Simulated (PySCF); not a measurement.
```xyz
2

Mo    0.0000    0.0000   -0.0176
H     0.0000    0.0000    1.7064
```

Core potentials replace the inner electrons of Mo.

Computed with PBE0/cc-pVDZ(-PP), non-relativistic Hamiltonian with scalar-relativistic core potentials where named, at a bond length of 1.724 Å in PySCF.

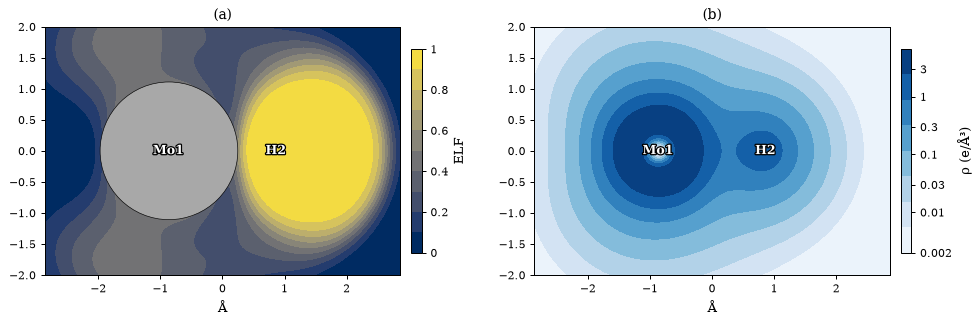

MoH (sextet). (a) ELF; (b) electron density on a plane that holds the molecular axis. Grey discs cover the atomic cores in the ELF map.

Q: Interpret the plot.

A:
- Atoms in the plane: Mo and H.
- Mo–H (1.72 Å): the density is about 1.3 e/Å³ at the midpoint; the ELF climbs to about 1 towards the hydrogen.
